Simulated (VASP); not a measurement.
# AlGaAsN with revPBE: from relaxation to properties, part 4 of 4

Wanted: the relaxed cell of AlGaAsN and its properties. The cell is invented: it takes the structure of a Materials Project entry for AlGaN2 (space group 156 there), with some of its atoms replaced by other elements, volume scaled by an estimate. It may not be a known or stable phase.

VASP 6.6.1; revPBE; plane waves and PAW (As, Ga_d, Al, N); invented cell.

Still holding for the runs below: Spin-orbit coupling is off here; it would split degenerate levels.

So far. Step 5 (Bands along the symmetry lines (revPBE)): There is no gap at this level. Step 6 (Total and projected DOS (revPBE)): The finer mesh and the other smearing move the Fermi level by +0.17 eV from the 6×6×3 run, one measure of the sampling error in the zero of the bands above. Of the states within 0.3 eV of the Fermi level, the largest shares in the PAW spheres are As p 26 %, Ga p 8 % and N p 7 %. The relaxed cell has a = 3.573, c = 6.099 Å (conventional setting).

### Step 7. Independent-particle dielectric function (revPBE)

LOPTICS sums transitions from filled to empty bands. NBANDS is raised for it.

The input, INCAR:

```
SYSTEM = AlGaAsN
PREC = Accurate
ENCUT = 520
EDIFF = 1E-06
NELM = 100
ISMEAR = 0
SIGMA = 0.05
LREAL = .FALSE.
ALGO = Normal
GGA = RE
NBANDS = 45
LORBIT = 11
LWAVE = .FALSE.
LCHARG = .FALSE.
KPAR = 2
LOPTICS = .TRUE.
NEDOS = 1500
CSHIFT = 0.1
```

The input, POSCAR:

```
AlGaAsN
1.0
    3.5732612378      0.0000000000      0.0000000000
   -1.7866306189      3.0945347452      0.0000000000
    0.0000000000      0.0000000000      6.0989016103
As Ga Al N
1 1 1 1
Direct
    0.0000000000      0.0000000000      0.6318102766
    0.6666666700      0.3333333300      0.4433230830
    0.0000000000      0.0000000000      0.0466377218
    0.6666666700      0.3333333300      0.1146289287
```

The input, KPOINTS:

```
Automatic mesh
0
Gamma
9 9 5
0 0 0
```

The projector-augmented-wave data sets are As, Ga_d, Al and N (PBE family, release 64).

Launch:

```bash
$ mpirun -np 2 vasp_std
```

What it wrote:

```text
[... set-up lines as in an earlier step ...]
 entering main loop
       N       E                     dE             d eps       ncg     rms          rms(c)
DAV:   1     0.203297538775E+03    0.20330E+03   -0.92210E+03  5796   0.714E+02
DAV:   2     0.742856088748E+01   -0.19587E+03   -0.16722E+03  4996   0.291E+02
DAV:   3    -0.211555946302E+02   -0.28584E+02   -0.28019E+02  5410   0.649E+01
DAV:   4    -0.219421230497E+02   -0.78653E+00   -0.78555E+00  5299   0.112E+01
DAV:   5    -0.219531062422E+02   -0.10983E-01   -0.10982E-01  5946   0.128E+00    0.856E+00
DAV:   6    -0.198985161716E+02    0.20546E+01   -0.66787E+00  6264   0.117E+01    0.423E+00
DAV:   7    -0.197457197461E+02    0.15280E+00   -0.66317E-01  5109   0.385E+00    0.242E+00
DAV:   8    -0.197331094679E+02    0.12610E-01   -0.22016E-01  5329   0.168E+00    0.597E-01
DAV:   9    -0.197315691699E+02    0.15403E-02   -0.86060E-02  5369   0.115E+00    0.536E-01
DAV:  10    -0.197303778526E+02    0.11913E-02   -0.15572E-02  5797   0.655E-01    0.255E-01
DAV:  11    -0.197300929987E+02    0.28485E-03   -0.36836E-03  5047   0.255E-01    0.918E-02
DAV:  12    -0.197301752342E+02   -0.82236E-04   -0.54363E-04  5247   0.759E-02    0.344E-02
DAV:  13    -0.197301872992E+02   -0.12065E-04   -0.30956E-05  5432   0.260E-02    0.140E-02
DAV:  14    -0.197301931880E+02   -0.58888E-05   -0.13258E-05  5096   0.125E-02    0.260E-03
DAV:  15    -0.197301935343E+02   -0.34632E-06   -0.83513E-07  5103   0.568E-03
   1 F= -.19730194E+02 E0= -.19729306E+02  d E =-.177525E-02
 optical routines
 imaginary and real dielectric function
 recalculating local potential from charge density
 direction            1
 direction            2
 direction            3
```

The job ended after 2.4 min (2 MPI ranks of AMD EPYC 7R43, shared host; peak memory 0.74 GiB; 4.7 min of CPU time).

Parts of OUTCAR (step 7):

```text
   k-points           NKPTS =     50   k-points in BZ     NKDIM =     50   number of bands    NBANDS=     45

   NELECT =      26.0000    total number of electrons

 E-fermi :   6.1669

 k-point     1 :       0.0000    0.0000    0.0000
  band No.  band energies     occupation
    ...
      8      -1.7743      2.00000
      9       2.3240      2.00000
     10       2.3240      2.00000
     11       3.9134      2.00000
     12       4.8205      2.00000
     13       6.4828      0.00000
     14       6.4828      0.00000
     15       9.2609      0.00000
     16      10.9727      0.00000
     17      10.9727      0.00000
    ...

  Total        0.0735226      0.0735226     -0.3361111     -0.0000000      0.0000000      0.0000000
  in kB        1.7467062      1.7467059     -7.9851245     -0.0000000      0.0000000      0.0000000
  external PRESSURE =      -1.4972375 kB  Pullay stress =       0.0000000 kB

 POSITION                                       TOTAL-FORCE (eV/Angst)
 -----------------------------------------------------------------------------------
      0.00000      0.00000      3.85335         0.000000      0.000000     -0.038878
      1.78663      1.03151      2.70378        -0.000000      0.000000      0.129471
      0.00000      0.00000      0.28444         0.000000      0.000000     -0.110247
      1.78663      1.03151      0.69911         0.000000     -0.000000      0.019654
 -----------------------------------------------------------------------------------
    total drift:                               -0.000020      0.000002      0.000854

  FREE ENERGIE OF THE ION-ELECTRON SYSTEM (eV)
  ---------------------------------------------------
  free  energy   TOTEN  =       -19.7301935343 eV

  energy  without entropy=      -19.7284182855  energy(sigma->0) =      -19.72930591

 plasma frequency squared (from intraband transitions) (eV^2)
  --------------------------------------------------------------------------------------
      13.919      -0.000       0.000
      -0.000      13.919       0.000
       0.000       0.000      41.888

[... 7 parts as in an earlier step ...]

[... 9 further parts left out ...]
```

On this mesh force components of up to 0.13 eV/Å appear, so the relaxed positions are not converged with the sampling. These are independent-particle spectra without excitons or local fields, and fine structure depends on the mesh and on CSHIFT. The intraband (Drude) part is not in this spectrum.

This step gave:

```
SCF cycles   : 15
bands        : 45
Fermi energy : 6.167 eV
pressure     : -0.1497 GPa
```

The imaginary dielectric function has structure finer than the step of the table below, so its rows give means over 1 eV, whole bins alone (the curve runs from 0 to 25.0 eV). Peaks (eV: height): xx 0.1: 2.94, 1.0: 3.96, 3.5: 16.4, 4.2: 12.4, 5.6: 14.3; zz 2.7: 6.88, 3.8: 18.2, 4.2: 16.7, 5.0: 18.6, 6.9: 11.6.

Table of imaginary dielectric function by photon energy; means over each step:

```csv
photon energy (eV),xx,zz
1,2.38,0.678
2,1.63,1.35
3,5.82,4.80
4,11.5,14.0
5,10.6,14.7
6,9.94,10.5
7,6.84,9.27
8,5.11,4.25
9,3.24,2.37
10,2.74,1.82
11,1.62,0.914
12,1.14,0.742
13,0.793,0.713
14,0.529,0.544
15,0.377,0.393
16,0.348,0.356
17,0.307,0.286
18,0.284,0.268
19,0.262,0.249
20,0.276,0.226
21,0.310,0.247
22,0.261,0.201
23,0.236,0.188
24,0.198,0.167
```

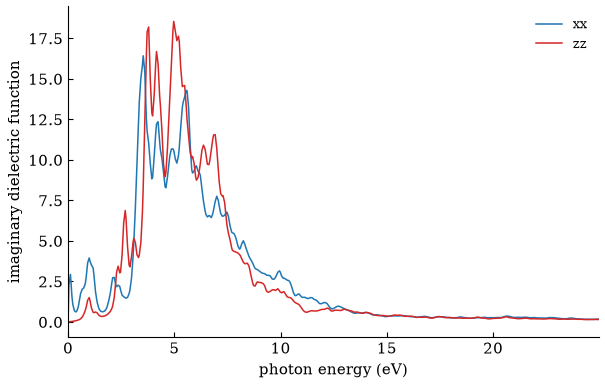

Imaginary dielectric function against photon energy.

The real dielectric function by photon energy:

```csv
photon energy (eV),xx,zz
0,15.3,9.91
1,9.46,9.87
2,11.1,12.4
3,16.1,13.3
4,7.57,10.1
5,4.21,5.27
6,-0.927,-1.68
7,-1.19,-5.47
8,-2.67,-4.26
9,-2.27,-3.02
10,-2.03,-2.36
11,-1.79,-2.02
12,-1.29,-0.973
13,-1.07,-0.729
14,-0.640,-0.531
15,-0.327,-0.317
16,-0.168,-0.155
17,-0.00965,-0.0120
18,0.134,0.101
19,0.270,0.248
20,0.340,0.327
21,0.344,0.309
22,0.369,0.383
23,0.381,0.416
24,0.422,0.467
```

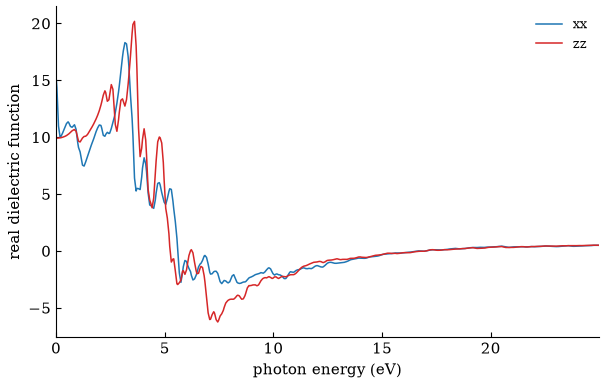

Real dielectric function, plotted against photon energy.

Force by atom:

```csv
atom,x (eV/Å),y (eV/Å),z (eV/Å),size
As1,0.000,0.000,-0.039,0.039
Ga2,0.000,0.000,0.129,0.129
Al3,0.000,0.000,-0.110,0.110
N4,0.000,0.000,0.020,0.020
```

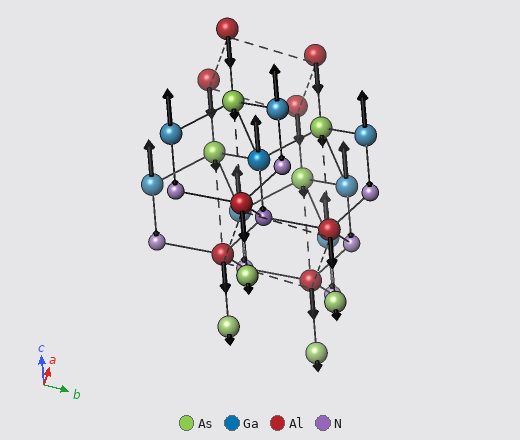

Force as arrows, the longest 0.129 eV/Å. Some periodic images of atoms are drawn too.

### Step 8. Summary of results

```
relaxed volume                            : 16.86 Å³/atom
relaxed conventional cell a, b, c         : 3.573, 3.573, 6.099 Å; angles 90.0, 90.0, 120.0°
space group after relaxing, within 0.02 Å : P3m1 (No. 156)
band gap                                  : none, a metal
DOS at the Fermi level                    : 0.651 states/eV/cell
```

In words: With revPBE, AlGaAsN relaxes to 16.86 Å³/atom in space group P3m1 (held by the symmetry of the run) and comes out as a metal. Bands along the symmetry lines (revPBE): Of the bands kept, 3 cross the Fermi level on this path. Spin-orbit coupling is left out; it would split some degenerate bands. The k-sampling is coarse for a metal, so the Fermi level, pressures and the shape of the cell carry errors. No search among competing phases was made. All values are for a static lattice at zero temperature.

[Lines on the potential files, build, host, timing and source positions are cut from VASP's logs without a mark.]

[Logs are printed without paths, hosts, clocks, repeated set-up lines and the standing remarks that a program may print on its own settings, such as how far it seeks lower states.]

[Hosts, paths, dates, database ids (printed as entryN), source tags and the programs' standing remarks are cut or masked in the printed files.]

[A measured line is paired with the nearest computed mode of its activity, which favours agreement.]
